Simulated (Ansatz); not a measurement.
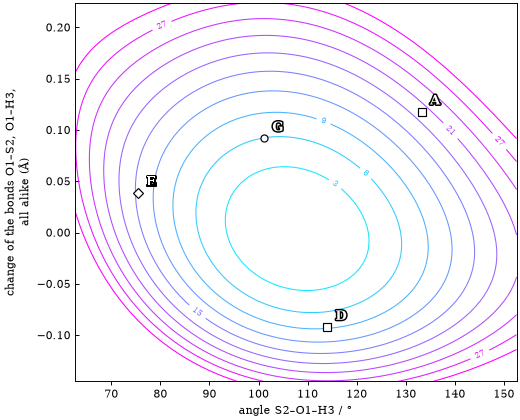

HOS, SMILES O[S], spin multiplicity 2. The first coordinate is: angle S2–O1–H3; the second: change of the bonds O1–S2, O1–H3, all alike. Nothing is relaxed (all other coordinates rigid). The grid has 15 × 15 points. Points are written as (first, second). Energies are in kcal/mol, from the relaxed molecule at the same level. Level of theory: UKS PBE-D4/def2-TZVP in Ansatz 0.2.0.

In the figure: contour lines labelled in kcal/mol (none above 30), lettered points. Between grid points the surface is interpolated.

Is A the lowest point of the computed grid?

No. A lies 19.5 kcal/mol above the lowest grid point, which is at (107.6°, 0.013 Å).

What kind of point is each of A, D, E, G: minimum, saddle, maximum or slope?

A: on a slope; D: on a slope; E: on a slope; G: on a slope. (In these two coordinates alone; a stationary point may lie a little off the grid point.)
